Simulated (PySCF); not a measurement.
**HfCl4: forces at shaken geometries**

How stiff is HfCl4? Its atoms are displaced at random by several amounts. The species was built from a template and needn't be a known compound.

Program: PySCF 2.14.0. Level of theory: r2SCAN, Hf def2-SVP with ECP60, Cl def2-SVP; scalar-relativistic core potentials, no spin–orbit coupling. These are calculated values, not measurements.

2 further runs of the same task are left out: 2 for a known fault of the program.

## 1. Starting geometry

5 atoms, charge 0, spin multiplicity 1.

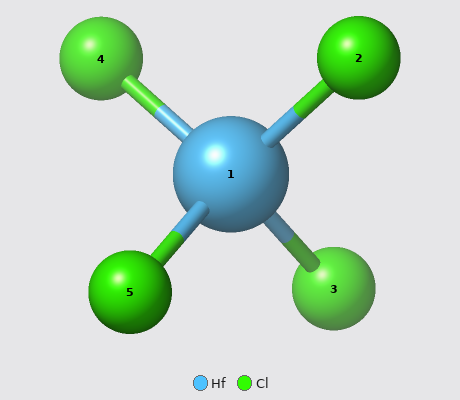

The structure; hafnium blue, chlorine green; atoms are numbered from 1 in the order of the file.

As a file:

```
Hf    0.0000    0.0000    0.0000
Cl    1.3463    1.3463    1.3463
Cl   -1.3463   -1.3463    1.3463
Cl    1.3463   -1.3463   -1.3463
Cl   -1.3463    1.3463   -1.3463
```

Formal oxidation states: Hf +4. An earlier session relaxed this geometry at r2SCAN, Hf def2-SVP with ECP60, Cl def2-SVP (singlet, point group Td).

Its energy there is -1888.482827 Eh.

## 2. Atoms moved at random, σ = 0.15 Å

The input, run.py (the lines that set the calculation):

```python
mol = gto.M(atom='''
Hf    -0.03372     0.05169    -0.13098
Cl     1.56598     1.56971     1.28471
Cl    -1.33389    -1.25112     1.44320
Cl     1.34371    -1.52492    -1.30113
Cl    -1.54207     1.15464    -1.29580''',
    basis={'Hf': 'def2-SVP', 'Cl': 'def2-SVP'},
    ecp={'Hf': 'def2-SVP'},
    charge=0, spin=0)
mf = dft.RKS(mol, xc='R2SCAN')
mf.grids.atom_grid = (50, 194)
mf = mf.density_fit()  # fitting sets: Hf def2-universal-JKFIT, Cl def2-universal-JKFIT
mf.conv_tol = 1e-08; mf.max_cycle = 55
mf.kernel(dm0)  # dm0: the density of the relaxed state
```

Started as:

```bash
$ OMP_NUM_THREADS=2 python run.py
```

The log of the run:

```text
init E= -1888.3471135891
  HOMO = -0.364917123985957  LUMO = -0.180591468513639  gap/eV = 5.01576
cycle= 1 E= -1888.43588869887  delta_E= -0.0888  |g|= 0.215  |ddm|= 0.73
  HOMO = -0.243908382433806  LUMO = -0.106765806840401  gap/eV = 3.73184
cycle= 2 E= -1888.41189722175  delta_E= 0.024  |g|= 0.346  |ddm|= 0.755
  HOMO = -0.295004291846012  LUMO = -0.126466454356322  gap/eV = 4.58615
cycle= 3 E= -1888.45272727786  delta_E= -0.0408  |g|= 0.0364  |ddm|= 0.467
  HOMO = -0.294907545524256  LUMO = -0.126605489252233  gap/eV = 4.57973
cycle= 4 E= -1888.45300776572  delta_E= -0.00028  |g|= 0.0205  |ddm|= 0.0682
  HOMO = -0.296122420260829  LUMO = -0.128611597888155  gap/eV = 4.55820
cycle= 5 E= -1888.45312458895  delta_E= -0.000117  |g|= 0.00832  |ddm|= 0.0313
  HOMO = -0.296851942678554  LUMO = -0.127735169346816  gap/eV = 4.60190
cycle= 6 E= -1888.45314570489  delta_E= -2.11e-05  |g|= 0.00311  |ddm|= 0.0134
  HOMO = -0.296619004326764  LUMO = -0.12788140558235  gap/eV = 4.59158
cycle= 7 E= -1888.45314874045  delta_E= -3.04e-06  |g|= 0.000377  |ddm|= 0.00398
  HOMO = -0.296616811830837  LUMO = -0.127867026183958  gap/eV = 4.59192
cycle= 8 E= -1888.45314879368  delta_E= -5.32e-08  |g|= 7.89e-05  |ddm|= 0.000566
  HOMO = -0.296616363687298  LUMO = -0.127872520467106  gap/eV = 4.59175
cycle= 9 E= -1888.45314879529  delta_E= -1.61e-09  |g|= 2.07e-05  |ddm|= 9.94e-05
  HOMO = -0.296615067158845  LUMO = -0.127872422704066  gap/eV = 4.59172
Extra cycle  E= -1888.45314879508  delta_E= 2.15e-10  |g|= 3.22e-05  |ddm|= 7.02e-05
converged SCF energy = -1888.45314879508
```

It took 4.7 s on 2 threads of Arm Neoverse V2, shared host.

Result: E = -1888.453149 Eh (+0.808 eV from the relaxed state), HOMO -8.07 eV, LUMO -3.48 eV, Mulliken charge on Hf1 +0.95 e, largest force component 3.764 eV/Å. 

```
atom      Fx      Fy  Fz (eV/Å)
 Hf1   3.357  -1.407      3.764
 Cl2  -1.708  -1.435     -1.503
 Cl3   0.721   0.749     -0.952
 Cl4  -0.694   0.750      0.254
 Cl5  -1.676   1.343     -1.563
```

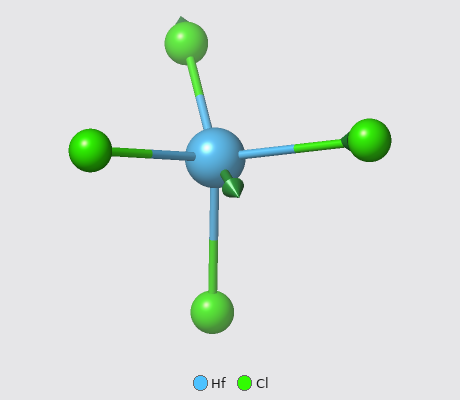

Forces as arrows, the longest for the largest force.

## 3. Atoms moved at random, σ = 0.06 Å

The input, run.py (the lines that set the calculation):

```python
mol = gto.M(atom='''
Hf    -0.03323     0.12121     0.00040
Cl     1.34327     1.26762     1.35307
Cl    -1.33058    -1.39891     1.36281
Cl     1.33557    -1.30573    -1.43695
Cl    -1.31503     1.31581    -1.27933''',
    basis={'Hf': 'def2-SVP', 'Cl': 'def2-SVP'},
    ecp={'Hf': 'def2-SVP'},
    charge=0, spin=0)
mf = dft.RKS(mol, xc='R2SCAN')
mf.grids.atom_grid = (50, 194)
mf = mf.density_fit()  # fitting sets: Hf def2-universal-JKFIT, Cl def2-universal-JKFIT
mf.conv_tol = 1e-08; mf.max_cycle = 55
mf.kernel(dm0)  # dm0: the density of the relaxed state
```

Started as:

```bash
$ OMP_NUM_THREADS=2 python run.py
```

The log of the run:

```text
init E= -1888.47204924113
  HOMO = -0.324292837555479  LUMO = -0.11398661287711  gap/eV = 5.72272
cycle= 1 E= -1888.4534170922  delta_E= 0.0186  |g|= 0.161  |ddm|= 0.495
  HOMO = -0.277733424172829  LUMO = -0.0969262565324196  gap/eV = 4.92001
cycle= 2 E= -1888.44185438364  delta_E= 0.0116  |g|= 0.253  |ddm|= 0.559
  HOMO = -0.30388262558255  LUMO = -0.106685091125614  gap/eV = 5.36602
cycle= 3 E= -1888.46302180902  delta_E= -0.0212  |g|= 0.0148  |ddm|= 0.326
  HOMO = -0.304803458315612  LUMO = -0.106231069597496  gap/eV = 5.40343
cycle= 4 E= -1888.46306067403  delta_E= -3.89e-05  |g|= 0.00885  |ddm|= 0.022
  HOMO = -0.305040276036561  LUMO = -0.107145669279538  gap/eV = 5.38499
cycle= 5 E= -1888.46308120768  delta_E= -2.05e-05  |g|= 0.00355  |ddm|= 0.0128
  HOMO = -0.30526124948205  LUMO = -0.106820003105558  gap/eV = 5.39986
cycle= 6 E= -1888.46308512965  delta_E= -3.92e-06  |g|= 0.00096  |ddm|= 0.00517
  HOMO = -0.305215368409557  LUMO = -0.106859458235629  gap/eV = 5.39754
cycle= 7 E= -1888.46308540925  delta_E= -2.8e-07  |g|= 0.000216  |ddm|= 0.00132
  HOMO = -0.305209677842968  LUMO = -0.106850974557969  gap/eV = 5.39762
cycle= 8 E= -1888.46308542519  delta_E= -1.59e-08  |g|= 4.47e-05  |ddm|= 0.000315
  HOMO = -0.305207725237597  LUMO = -0.10685344538378  gap/eV = 5.39749
cycle= 9 E= -1888.46308542577  delta_E= -5.84e-10  |g|= 7.81e-06  |ddm|= 5.39e-05
  HOMO = -0.305207882301389  LUMO = -0.106854354090907  gap/eV = 5.39747
Extra cycle  E= -1888.46308542575  delta_E= 2.23e-11  |g|= 1.12e-05  |ddm|= 2.39e-05
converged SCF energy = -1888.46308542575
```

Run time: 6.5 s. Hardware: 2 threads of Arm Neoverse V2, shared host.

Read off: E = -1888.463085 Eh (+0.537 eV from the relaxed state), HOMO -8.31 eV, LUMO -2.91 eV, Mulliken charge on Hf1 +0.86 e, largest force component 5.090 eV/Å. 

| atom | Fx | Fy | Fz (eV/Å) |
| --- | --- | --- | --- |
| Hf1 | 1.480 | -5.090 | 0.960 |
| Cl2 | 1.006 | 1.154 | 1.003 |
| Cl3 | 0.454 | 0.799 | -0.590 |
| Cl4 | -0.727 | 0.878 | 0.751 |
| Cl5 | -2.212 | 2.259 | -2.124 |

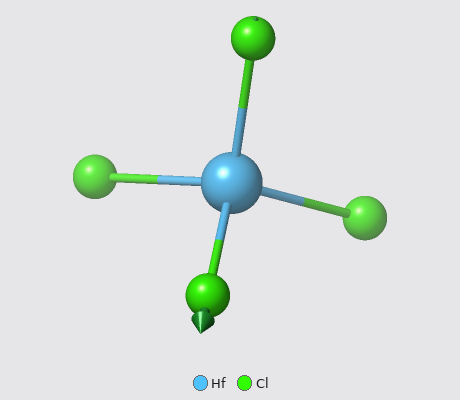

Forces as arrows, the longest for the largest force.

## 4. Atoms moved at random, σ = 0.06 Å

The input, run.py (the lines that set the calculation):

```python
mol = gto.M(atom='''
Hf     0.02466    -0.00090     0.03421
Cl     1.36064     1.29785     1.39929
Cl    -1.38214    -1.33139     1.37920
Cl     1.39829    -1.25324    -1.43408
Cl    -1.40145     1.28768    -1.37861''',
    basis={'Hf': 'def2-SVP', 'Cl': 'def2-SVP'},
    ecp={'Hf': 'def2-SVP'},
    charge=0, spin=0)
mf = dft.RKS(mol, xc='R2SCAN')
mf.grids.atom_grid = (50, 194)
mf = mf.density_fit()  # fitting sets: Hf def2-universal-JKFIT, Cl def2-universal-JKFIT
mf.conv_tol = 1e-08; mf.max_cycle = 55
mf.kernel(dm0)  # dm0: the density of the relaxed state
```

Started as:

```bash
$ OMP_NUM_THREADS=2 python run.py
```

The log of the run:

```text
init E= -1888.45219837747
  HOMO = -0.332168263827768  LUMO = -0.12661122822777  gap/eV = 5.59349
cycle= 1 E= -1888.47954825018  delta_E= -0.0273  |g|= 0.0456  |ddm|= 0.228
  HOMO = -0.310255918803009  LUMO = -0.113539964380759  gap/eV = 5.35291
cycle= 2 E= -1888.47873863294  delta_E= 0.00081  |g|= 0.0682  |ddm|= 0.152
  HOMO = -0.316876924996421  LUMO = -0.11549288953862  gap/eV = 5.47994
cycle= 3 E= -1888.48029708529  delta_E= -0.00156  |g|= 0.00643  |ddm|= 0.0922
  HOMO = -0.317271842463548  LUMO = -0.115418529762859  gap/eV = 5.49271
cycle= 4 E= -1888.48030498239  delta_E= -7.9e-06  |g|= 0.00298  |ddm|= 0.00917
  HOMO = -0.317311984891548  LUMO = -0.115762438846132  gap/eV = 5.48444
cycle= 5 E= -1888.48030715206  delta_E= -2.17e-06  |g|= 0.00147  |ddm|= 0.00455
  HOMO = -0.317367373678387  LUMO = -0.115630834057819  gap/eV = 5.48953
cycle= 6 E= -1888.48030785362  delta_E= -7.02e-07  |g|= 0.000176  |ddm|= 0.00186
  HOMO = -0.317361432155062  LUMO = -0.115638817709785  gap/eV = 5.48915
cycle= 7 E= -1888.48030786275  delta_E= -9.13e-09  |g|= 5.84e-05  |ddm|= 0.000278
  HOMO = -0.317363697400744  LUMO = -0.115640941592979  gap/eV = 5.48916
Extra cycle  E= -1888.48030786093  delta_E= 1.82e-09  |g|= 9.36e-05  |ddm|= 0.000209
converged SCF energy = -1888.48030786093
```

Run time: 5.6 s. Hardware: 2 threads of Arm Neoverse V2, shared host.

Read off: E = -1888.480308 Eh (+0.069 eV from the relaxed state), HOMO -8.64 eV, LUMO -3.15 eV, Mulliken charge on Hf1 +0.92 e, largest force component 0.940 eV/Å. 

```
atom      Fx      Fy  Fz (eV/Å)
 Hf1  -0.722  -0.300     -0.940
 Cl2   0.178   0.254      0.173
 Cl3   0.335   0.162     -0.232
 Cl4  -0.312   0.194      0.452
 Cl5   0.521  -0.309      0.546
```

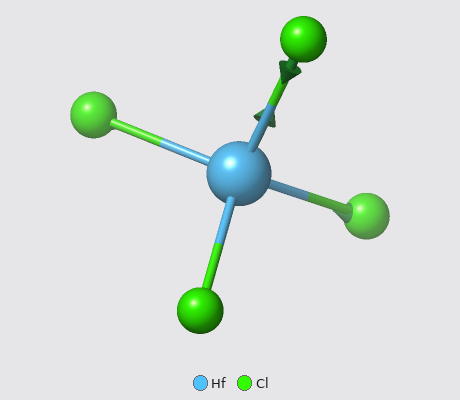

Forces as arrows, the longest for the largest force.

## 5. The displacements side by side

| σ (Å) | energy rise (eV) | harmonic estimate −½ F·u (eV) | largest force component (eV/Å) |
| --- | --- | --- | --- |
| 0.15 | 0.808 | 0.712 | 3.76 |
| 0.06 | 0.537 | 0.551 | 5.09 |
| 0.06 | 0.069 | 0.067 | 0.94 |

Every displacement raises the energy. For a harmonic well the rise equals −½ F·u; the two differ by at most 12 % here (a move with σ = 0.15 Å), from anharmonicity, the grid and the small forces left at the relaxed point. The bases are small and lack diffuse functions. Spin–orbit coupling is left out.
